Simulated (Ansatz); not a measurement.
# C2H3S: the cost of one run

Computed with Ansatz 0.2.0, Gaussian basis. Level: PBE0-D4/def2-SVP, unrestricted.

16 further runs of the same task are left out: 16 set aside as unsound or not needed.

## 1. The starting structure

The first end: 6 atoms, charge 0, spin multiplicity 2.

Atoms are counted from 1 here; the program's logs count them from 0.

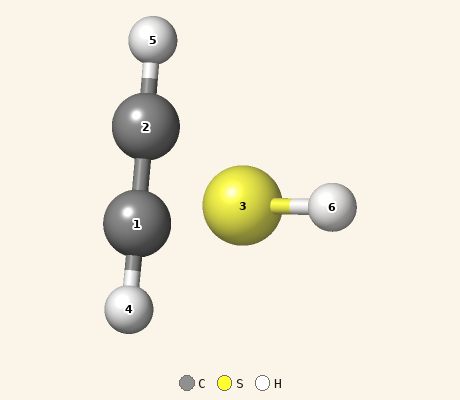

The starting geometry (carbon grey, sulfur yellow, hydrogen white); atoms are numbered from 1 in the order of the file.

Coordinates:

```
C    -1.1027    0.1135    0.1741
C    -0.4346    0.9875   -0.3082
S     1.3821   -1.3181   -0.4775
H    -1.7018   -0.6586    0.5976
H     0.1506    1.7656   -0.7401
H     1.7064   -0.8900    0.7540
```

The second end:

```
C    -0.3676   -0.0347    0.0876
C    -0.6825    1.1391   -0.3807
S     1.1722   -0.8438   -0.2649
H    -1.0698   -0.6151    0.6808
H    -0.2670    1.9319   -0.9814
H     1.2149   -1.5774    0.8587
```

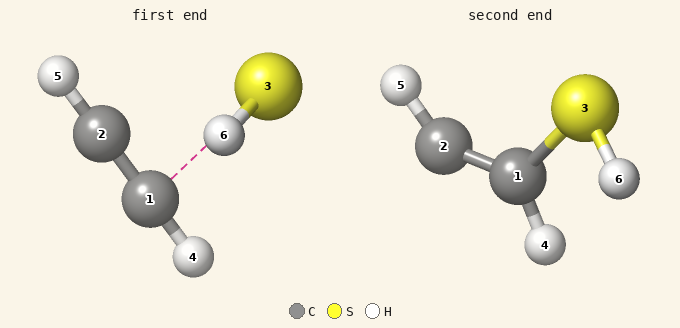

The two ends; dashed lines mark the contacts followed along the path.

## 2. The band at PBE0-D4/def2-SVP

Contents of neb/in.yaml:

```yaml
crystal:
  periodic: [false, false, false]
  atoms:
    - {symbol: C, position_ang: [-1.102670, 0.113548, 0.174112]}
    - {symbol: C, position_ang: [-0.434591, 0.987536, -0.308151]}
    - {symbol: S, position_ang: [1.382071, -1.318051, -0.477467]}
    - {symbol: H, position_ang: [-1.701787, -0.658613, 0.597632]}
    - {symbol: H, position_ang: [0.150629, 1.765629, -0.740142]}
    - {symbol: H, position_ang: [1.706449, -0.890046, 0.754017]}
basis:
  gaussian: {orbitals: def2-SVP}
magnetization: {spin_polarized: true, initial_magnetization: 1}
hamiltonian: {xc: pbe0, dispersion: d4}
neb:
  images: 5
  climbing: true
  max_iterations: 40
  initial_path: idpp
  final_atoms:
    - {symbol: C, position_ang: [-0.367594, -0.034736, 0.087572]}
    - {symbol: C, position_ang: [-0.682545, 1.139064, -0.380747]}
    - {symbol: S, position_ang: [1.172181, -0.843794, -0.264936]}
    - {symbol: H, position_ang: [-1.069771, -0.615080, 0.680845]}
    - {symbol: H, position_ang: [-0.267041, 1.931907, -0.981413]}
    - {symbol: H, position_ang: [1.214870, -1.577363, 0.858678]}
```

On the command line:

```bash
$ ansatz run in.yaml --threads 2 --pin off --events-out ev --progress --plain --max-ram 4352MiB
```

**Question.** How long does this run take on 2 threads of Intel Xeon 6975P-C, shared host?

About 94 s.
